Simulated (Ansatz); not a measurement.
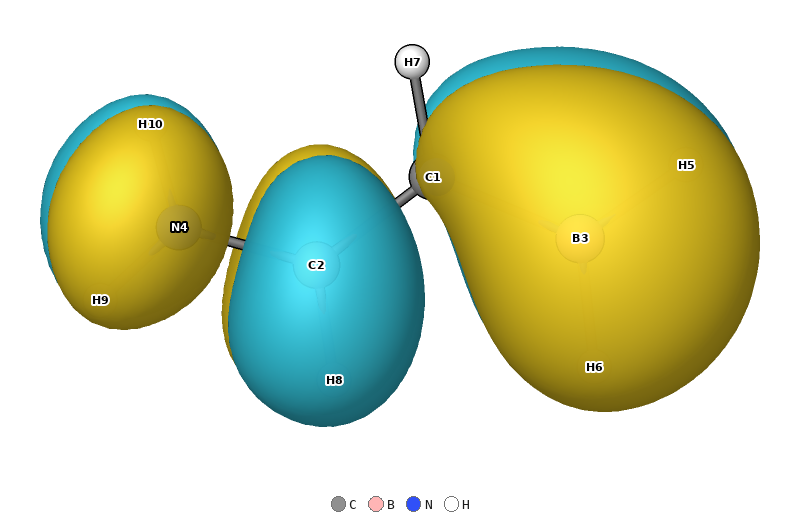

*C₂H₆BN (SMILES B/C=C/N). One frontier orbital at ±0.06 Å⁻³ᐟ² (yellow and cyan are the two phases), seen across its widest extent.*

Geometry: PBE0-D3(BJ)/def2-SVP.

All numbers below come from isolated molecule in a Gaussian basis; Kohn-Sham density functional theory, functional PBE0 in Ansatz.

The calculation's input:

```
basis:
  gaussian:
    orbitals: def2-TZVPD
crystal:
  periodic: [false, false, false]
  atoms:
    - {symbol: C, position_ang: [-0.664481, -1.757441, 0.672467]}
    - {symbol: C, position_ang: [-0.260482, -0.768847, -0.185715]}
    - {symbol: B, position_ang: [-1.599990, -2.833425, 0.187158]}
    - {symbol: "N", position_ang: [0.564528, 0.256687, 0.085871]}
    - {symbol: H, position_ang: [-1.984891, -3.728271, 0.908764]}
    - {symbol: H, position_ang: [-1.985190, -2.808353, -0.966587]}
    - {symbol: H, position_ang: [-0.278633, -1.719735, 1.700031]}
    - {symbol: H, position_ang: [-0.632080, -0.784461, -1.217517]}
    - {symbol: H, position_ang: [0.805877, 0.939774, -0.615778]}
    - {symbol: H, position_ang: [0.965195, 0.366959, 1.007652]}
total_charge: 0
hamiltonian:
  xc: {name: PBE0}
output: {forces: true, orbitals: {seedname: orbitals}}
```

Launched as:

```sh
ansatz run input.yaml --threads 2 --pin off --max-ram 5220MiB --events-out events.jsonl --progress --plain --runs-dir runs
```

### Which orbital is it: HOMO or LUMO?

The LUMO, at −0.96 eV. It lies mainly on B3 (about 40 %), C2 (about 25 %), N4 (about 10 %) and C1 (about 10 %); it changes sign across the molecular plane (π type); π-antibonding (a node) across C1–C2 and C2–N4.
